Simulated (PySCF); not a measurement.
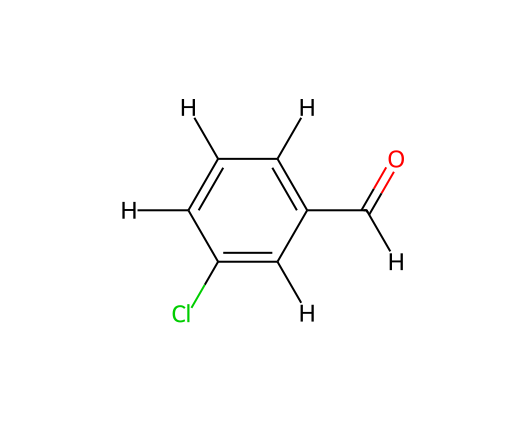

A structural formula.

Transcribe the drawing into SMILES.

Answer. O=Cc1cccc(Cl)c1

What is the molecular formula?

Answer. C7H5ClO.

An optimisation with PBE0-D3(BJ)/def2-TZVP gave a structure of which point group?

Answer. Cs. Other conformers may differ.

More results for the same structure follow; atom numbers are the same in all pictures, views and colours differ. The computed structure is the end point of a PBE0-D3(BJ)/def2-TZVP optimisation. No frequency run is at hand to confirm it as a minimum.

**Geometry**

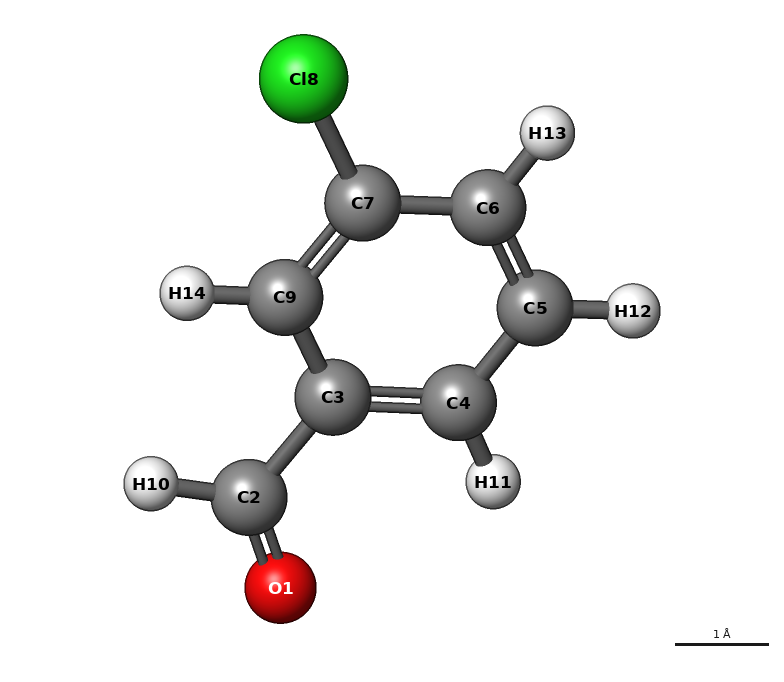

The atoms are numbered. No frequency run is at hand to confirm it as a minimum.

Which atoms are bonded, and how long are the bonds?

```csv
bond,length (Å),order
O1–C2,1.203,double
C2–C3,1.476,single
C2–H10,1.111,single
C3–C4,1.392,aromatic
C3–C9,1.390,aromatic
C4–C5,1.382,aromatic
C4–H11,1.083,single
C5–C6,1.390,aromatic
C5–H12,1.084,single
C6–C7,1.386,aromatic
C6–H13,1.083,single
C7–Cl8,1.726,single
C7–C9,1.384,aromatic
C9–H14,1.084,single
```

**Electronic properties**

No frequency run is at hand to confirm it as a minimum. Method: B97-2/pcSseg-2, gas phase (PySCF 2.14.0).

What does the calculation give?

- dipole moment: 2.05 D
- HOMO energy (Kohn–Sham orbital): −7.36 eV
- LUMO energy (Kohn–Sham orbital): −2.22 eV
- HOMO–LUMO gap: 5.13 eV

**Ring current**

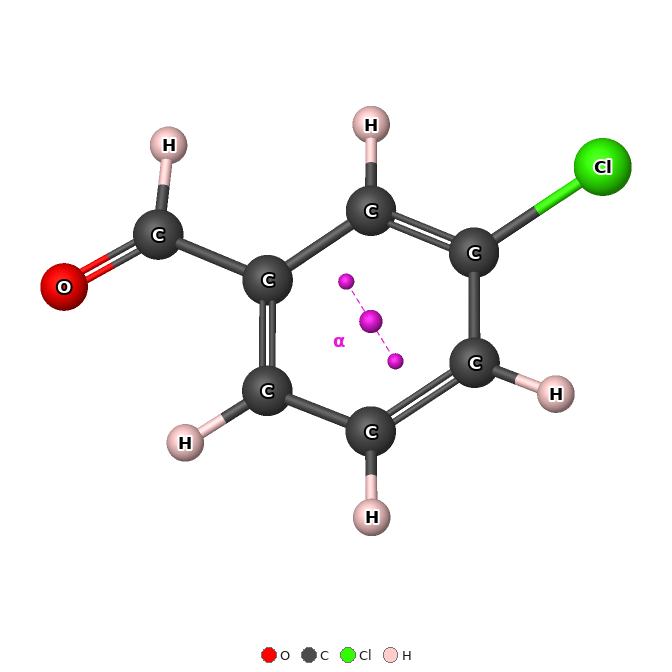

The small points mark where nucleus-independent chemical shifts (NICS) were computed: at the centre of each lettered ring and 1 Å above and below it. No frequency run is at hand to confirm it as a minimum. Level of theory: GIAO B97-2/pcSseg-2 NMR shielding, non-relativistic, gas phase (PySCF 2.14.0).

Give NICS(0), NICS(1) and the out-of-plane component NICS(1)zz for each ring (means of the two sides).

```csv
ring,members,NICS(0),NICS(1),NICS(1)zz
α,C6,−8.6,−9.7,−26.3
```

Values in ppm.

What do the values say about the ring currents?

Answer. Ring α: diatropic, as in an aromatic ring. NICS is one index among several.

**NMR shielding**

The questions are on isotropic NMR shieldings of the H atoms. No frequency run is at hand to confirm it as a minimum. Method: GIAO B97-2/pcSseg-2 NMR shielding, non-relativistic, gas phase (PySCF 2.14.0).

Which H atom is the most shielded (lowest chemical shift)?

Answer. H12 (23.97 ppm).

Which H atom is the least shielded (highest chemical shift)?

Answer. H10 (21.38 ppm).

How wide is the range of H shifts?

Answer. 2.59 ppm.

List the isotropic NMR shieldings of the H atoms.

```json
{"atom": "H10", "σ (ppm)": "21.38"}
{"atom": "H11", "σ (ppm)": "23.36"}
{"atom": "H12", "σ (ppm)": "23.97"}
{"atom": "H13", "σ (ppm)": "23.82"}
{"atom": "H14", "σ (ppm)": "23.75"}
```
